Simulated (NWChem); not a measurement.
# BrGeH4P: a chain of runs

Aim: the energy (singlet BrGeH4P, TPSS/6-31G*), then the energy (singlet BrGeH, TPSS/6-31G*), then the energy (singlet H3P, TPSS/6-31G*), then a single-point energy (singlet BrGeH, TPSS/6-31G*), then the energy (singlet H3P, TPSS/6-31G*) of BrGeH4P and its partners. 

The results are computed with NWChem 7.3.0.

## 1. Starting point

The species is BrGeH4P (7 atoms), typed as a singlet with charge 0.

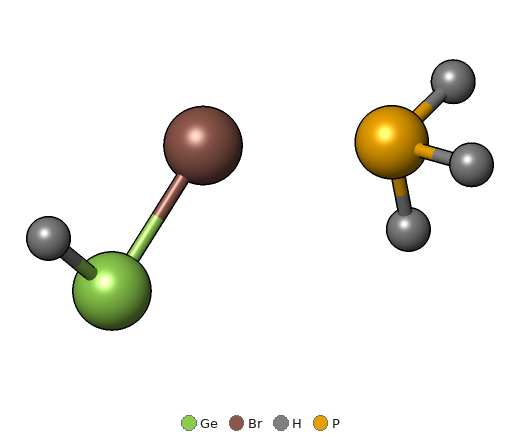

Viewed from a chosen angle; germanium green, bromine brown, hydrogen grey, phosphorus amber.

## 2. A single-point energy at TPSS/6-31G(d) (spherical functions, pair key 5c62e091b8, separation 0.8) (run 1)

Contents of brgeh4p.nw:

```
echo
start brgeh4p
title "BrGeH4P"
memory total 2200 mb

geometry units angstrom noautosym nocenter noautoz
   Ge       0.363070      -0.838270       0.098430
   Br       0.677270       1.438830       0.530330
   H       -1.040330      -0.600570      -0.628770
   P        2.636860       2.503760       2.487590
   H        2.025240       2.474090       3.768530
   H        3.437780       3.630490       2.811250
   H        3.647550       1.580330       2.863650
end

basis "ao basis" spherical bse
   * library 6-31G*
end

dft
   xc xtpss03 ctpss03
   mult 1
   grid fine
   convergence energy 1e-08
   iterations 100
   mulliken
   noprint "final vectors analysis"
end

task dft
```

Run with:

```sh
nwchem brgeh4p.nw > brgeh4p.out
```

The log of the run:

```text
============================== echo of input deck ==============================
echo
start brgeh4p
title "BrGeH4P"
memory total 2200 mb

[... 21 lines left out ...]
   noprint "final vectors analysis"
[... 27 lines left out ...]
    hardfail = no
[... 123 lines left out ...]
  convergence criterion.
[... 37 lines left out ...]
          Spatial weights used:  Erf1
[... 77 lines left out ...]
         Total DFT energy =    -4994.188639011205
[... 3 lines left out ...]
 Nuclear repulsion energy =      461.110979830847
[... 43 lines left out ...]
     Multipole analysis of the density
     ---------------------------------

     L   x y z        total         alpha         beta         nuclear
     -   - - -        -----         -----         ----         -------
     0   0 0 0     -0.000000    -43.000000    -43.000000     86.000000

     1   1 0 0      0.046260    -78.349315    -78.349315    156.744891
[... 8 lines of this table left out ...]
     2   0 0 2    -35.832456   -256.599249   -256.599249    477.366042

 Task  times  cpu:       24.5s     wall:       24.5s
 Total times  cpu:       24.5s     wall:       24.5s
```

Run time: 25 s. Hardware: 1 thread of AMD EPYC 9R14 (Zen 4), shared host; peak memory 0.12 GiB.

## 3. BrGeH: a single-point energy at TPSS/6-31G(d) (spherical functions, pair key 5c62e091b8, separation 0.8) (run 2)

Contents of mol.nw:

```
start mol
title "BrGeH TPSS"
memory stack 880 mb heap 220 mb global 1100 mb
charge 0
geometry units bohr noautosym nocenter noautoz
   Ge     0.68610286    -1.58410072     0.18600574
   Br     1.27985481     2.71899464     1.00217846
   H     -1.96593878    -1.13491282    -1.18820310
end
basis spherical bse
   * library 6-31G*
end
dft
   xc xtpss03 ctpss03
   grid fine
   convergence energy 1e-08
   iterations 100
   mulliken
   noprint "final vectors analysis"
end
task dft
```

Run with:

```sh
nwchem mol.nw > mol.out
```

The log of the run:

```text
Northwest Computational Chemistry Package (NWChem) 7.3.0
             --------------------------------------------------------

           Job information
           ---------------

    nwchem branch   = 7.3.0
    use scalapack   = T
    input           = mol.nw
    prefix          = mol.
    data base       = ./mol.db
    status          = startup
    nproc           =        1

           Memory information
           ------------------

[... 5 lines left out ...]
    hardfail = no
[... 103 lines left out ...]
  convergence criterion.
[... 36 lines left out ...]
          Spatial weights used:  Erf1
[... 73 lines left out ...]
         Total DFT energy =    -4651.064390257298
[... 3 lines left out ...]
 Nuclear repulsion energy =      270.365367614575
[... 35 lines left out ...]
     Multipole analysis of the density
     ---------------------------------

     L   x y z        total         alpha         beta         nuclear
     -   - - -        -----         -----         ----         -------
     0   0 0 0     -0.000000    -34.000000    -34.000000     68.000000

     1   1 0 0     -0.144126    -32.464199    -32.464199     64.784271
[... 8 lines of this table left out ...]
     2   0 0 2    -25.956261    -31.813943    -31.813943     37.671625

 Task  times  cpu:       12.9s     wall:       12.9s
 Total times  cpu:       12.9s     wall:       12.9s
```

It took 14 s on 1 thread of AMD EPYC 9R14 (Zen 4), shared host; peak memory 0.11 GiB.

## 4. H3P: a single-point energy at TPSS/6-31G(d) (spherical functions, pair key 5c62e091b8, separation 0.8) (run 3)

Contents of mol.nw:

```
start mol
title "H3P"
memory total 2200 mb
geometry noautosym nocenter noautoz
   P      2.636860     2.503760     2.487590
   H      2.025240     2.474090     3.768530
   H      3.437780     3.630490     2.811250
   H      3.647550     1.580330     2.863650
end
basis spherical bse
   * library 6-31G*
end
dft
   xc xtpss03 ctpss03
   grid fine
   convergence energy 1e-08
   iterations 100
   mulliken
   print low
end
task dft
```

Run with:

```sh
nwchem mol.nw > mol.out
```

The log of the run:

```text
Northwest Computational Chemistry Package (NWChem) 7.3.0
             --------------------------------------------------------

           Job information
           ---------------

    nwchem branch   = 7.3.0
    use scalapack   = T
    input           = mol.nw
    prefix          = mol.
    data base       = ./mol.db
    status          = startup
    nproc           =        1

           Memory information
           ------------------

[... 5 lines left out ...]
    hardfail = no
[... 36 lines left out ...]
            Nuclear Dipole moment (a.u.)
[... 89 lines left out ...]
         Total DFT energy =     -343.143400474716
[... 1 line left out ...]
           Coulomb energy =      172.174810425083
[... 1 line left out ...]
 Nuclear repulsion energy =       17.542654696424
[... 16 lines left out ...]
     -------------------------------------------
      Total Density - Lowdin Population Analysis
     -------------------------------------------

    Atom       Charge   Shell Charges
 -----------   ------   -------------------------------------------------------
    1 P   15    15.09   2.00  1.99  5.89  0.98  2.17  0.57  1.38  0.11
    2 H    1     0.97   0.50  0.47
    3 H    1     0.97   0.50  0.47
    4 H    1     0.97   0.50  0.47

 Task  times  cpu:        1.3s     wall:        1.3s
 Total times  cpu:        1.3s     wall:        1.3s
```

Wall time 2 s (1 thread of AMD EPYC 9R14 (Zen 4), shared host); peak memory 0.11 GiB.

## 5. BrGeH among ghost functions: the energy at TPSS/6-31G(d) (spherical functions, pair key 5c62e091b8, separation 0.8, with ghost functions) (run 4)

Contents of job.nw:

```
start job
title "BrGeH"
memory total 2200 mb

geometry units angstroms noautosym nocenter noautoz
Ge       0.363070      -0.838270       0.098430
Br       0.677270       1.438830       0.530330
H       -1.040330      -0.600570      -0.628770
bqP      2.636860     2.503760     2.487590
bqH      2.025240     2.474090     3.768530
bqH      3.437780     3.630490     2.811250
bqH      3.647550     1.580330     2.863650
end

basis spherical bse
Ge library 6-31G*
Br library 6-31G*
H library 6-31G*
bqP library P 6-31G*
bqH library H 6-31G*
end

dft
xc xtpss03 ctpss03
grid fine
convergence energy 1e-08
maxiter 100
mulliken
print low
end

task dft energy
```

Run with:

```sh
nwchem job.nw > job.out
```

The log of the run:

```text
Northwest Computational Chemistry Package (NWChem) 7.3.0
             --------------------------------------------------------

           Job information
           ---------------

    nwchem branch   = 7.3.0
    use scalapack   = T
    input           = job.nw
    prefix          = job.
    data base       = ./job.db
    status          = startup
    nproc           =        1

           Memory information
           ------------------

[... 5 lines left out ...]
    hardfail = no
[... 40 lines left out ...]
            Nuclear Dipole moment (a.u.)
[... 113 lines left out ...]
         Total DFT energy =    -4651.064648697881
[... 1 line left out ...]
           Coulomb energy =     2263.715449964141
[... 1 line left out ...]
 Nuclear repulsion energy =      270.365387250867
[... 23 lines left out ...]
    Atom       Charge   Shell Charges
 -----------   ------   -------------------------------------------------------
    1 Ge  32    31.89   2.00  2.00  5.99  1.99  5.88  1.26  1.45  0.49  0.64  6.63  3.08  0.47
    2 Br  35    35.02   2.00  2.00  5.99  2.00  5.90  1.28  3.47  0.56  1.80  6.69  3.08  0.25
    3 H    1     1.01   0.48  0.53
    4 X    0     0.08   0.00  0.00  0.00  0.00  0.00  0.01  0.06  0.00
    5 X    0     0.00   0.00  0.00
    6 X    0     0.00   0.00  0.00
    7 X    0     0.00   0.00  0.00

 Task  times  cpu:       23.8s     wall:       23.8s
 Total times  cpu:       23.9s     wall:       23.9s
```

Wall time 25 s (1 thread of AMD EPYC 9R14 (Zen 4), shared host); peak memory 0.12 GiB.

## 6. H3P among ghost functions: a single-point energy at TPSS/6-31G(d) (spherical functions, pair key 5c62e091b8, separation 0.8, with ghost functions) (run 5)

Contents of h3p.nw:

```
start h3p
title "H3P"
memory total 2200 mb
geometry units atomic noautosym nocenter noautoz
  P      4.98294323     4.73142068     4.70086381
  H      3.82714894     4.67535251     7.12148959
  H      6.49646268     6.86063180     5.31249257
  H      6.89287053     2.98639089     5.41151422
  bqGe     0.686103    -1.584101     0.186006
  bqBr     1.279855     2.718995     1.002178
  bqH     -1.965939    -1.134913    -1.188203
end
basis spherical bse
  P library 6-31G*
  H library 6-31G*
  bqGe library Ge 6-31G*
  bqBr library Br 6-31G*
  bqH library H 6-31G*
end
dft
  xc xtpss03 ctpss03
  grid fine
  convergence energy 1e-08
  maxiter 100
  mulliken
  print low
end
task dft energy
```

Run with:

```sh
nwchem h3p.nw > h3p.out
```

The log of the run:

```text
Northwest Computational Chemistry Package (NWChem) 7.3.0
             --------------------------------------------------------

           Job information
           ---------------

    nwchem branch   = 7.3.0
    use scalapack   = T
    input           = h3p.nw
    prefix          = h3p.
    data base       = ./h3p.db
    status          = startup
    nproc           =        1

           Memory information
           ------------------

[... 5 lines left out ...]
    hardfail = no
[... 36 lines left out ...]
            Nuclear Dipole moment (a.u.)
[... 104 lines left out ...]
         Total DFT energy =     -343.143790427485
[... 1 line left out ...]
           Coulomb energy =      172.165686519946
[... 1 line left out ...]
 Nuclear repulsion energy =       17.542653430853
[... 23 lines left out ...]
    Atom       Charge   Shell Charges
 -----------   ------   -------------------------------------------------------
    1 P   15    15.01   2.00  1.99  5.89  0.98  2.16  0.54  1.34  0.11
    2 H    1     0.97   0.50  0.47
    3 H    1     0.97   0.50  0.47
    4 H    1     0.97   0.50  0.47
    5 X    0     0.01   0.00  0.00  0.00  0.00  0.00  0.00  0.00  0.00  0.00  0.00  0.00  0.00
    6 X    0     0.08   0.00  0.00  0.00  0.00  0.00  0.00  0.00  0.02  0.06  0.00  0.00  0.00
    7 X    0     0.00   0.00  0.00

 Task  times  cpu:       12.6s     wall:       12.6s
 Total times  cpu:       12.6s     wall:       12.6s
```

Wall time 14 s (1 thread of AMD EPYC 9R14 (Zen 4), shared host); peak memory 0.12 GiB.

## 7. Results

```
                                                                                    quantity           value
                                                            run 1, TPSS/6-31G*: total energy  -4994.18864 Eh
                                                           run 1, TPSS/6-31G*: dipole moment          1.34 D
                                                                         BrGeH: total energy  -4651.06439 Eh
                                                                        BrGeH: dipole moment          1.60 D
                                                                           H3P: total energy   -343.14340 Eh
                                                   BrGeH among ghost functions: total energy  -4651.06465 Eh
                                                     H3P among ghost functions: total energy   -343.14379 Eh
              interaction energy of the rigid parts BrGeH and H3P (parts in their own basis)        0.521 eV
interaction energy of the rigid parts BrGeH and H3P (parts in the whole basis, counterpoise)        0.539 eV
```

What this shows: The interaction energy of the rigid parts BrGeH and H3P (parts in their own basis) is 0.52 eV (12.0 kcal/mol): the parts repel at this shape. The interaction energy of the rigid parts BrGeH and H3P (parts in the whole basis, counterpoise) is 0.54 eV (12.4 kcal/mol): the parts repel at this shape. The basis-set superposition error is 1.7 kJ/mol. Mulliken charges (run 1, TPSS/6-31G*) run from -0.13 on P4 to +0.17 on Ge1; they depend strongly on the basis. Mulliken charges (BrGeH) run from -0.18 on Br2 to +0.20 on Ge1. Mulliken charges (H3P) run from -0.10 on P1 to +0.03 on H2.
